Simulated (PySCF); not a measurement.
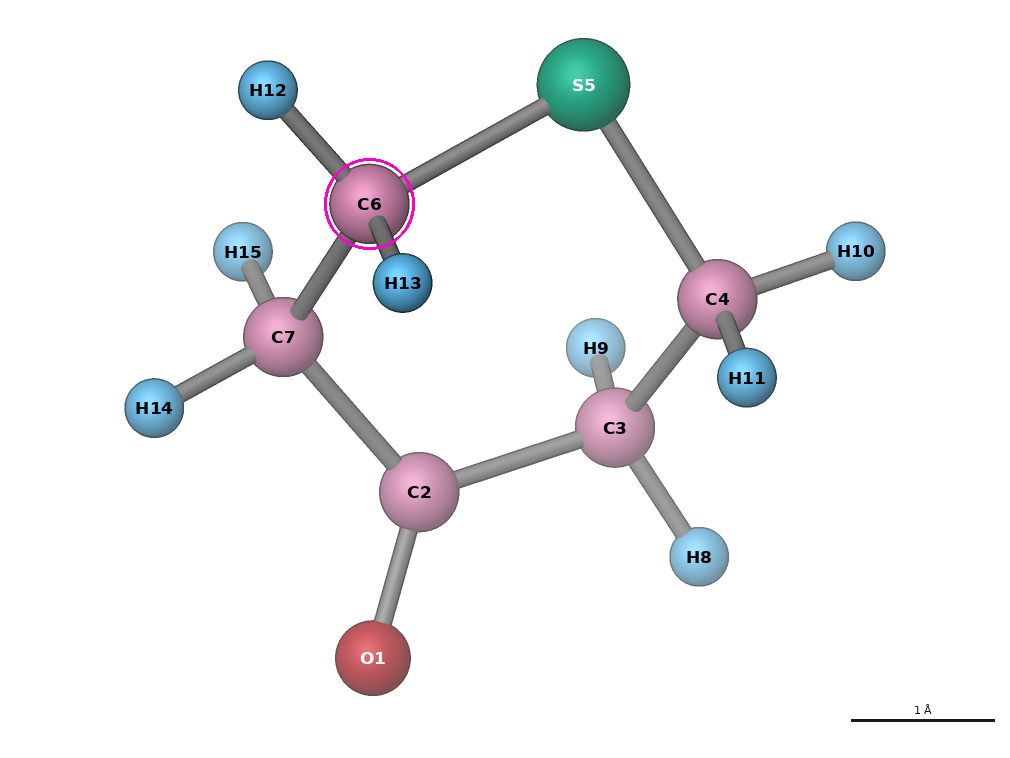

Orthographic view. Distant atoms are faded towards the background colour. The computed structure is the end point of a PBE0-D3(BJ)/def2-SVP optimisation. No frequency run is at hand to confirm it as a minimum.

Name the neighbours of the circled atom.

Answer. The circled atom is C6; it is bonded to S5, C7, H12, H13.

Of C3 and C4, which is nearer the viewer?

Answer. C4; the bond to C3 points away from the viewer, so it looks shorter than its 1.53 Å.

Which atom is farthest from the viewer?

Answer. H9, 1.9 Å behind the mean position.

What is the shortest path along bonds from the circled atom to O1?

Answer. C6–C7–C2–O1, 3 bonds; through space the two are 3.53 Å apart.
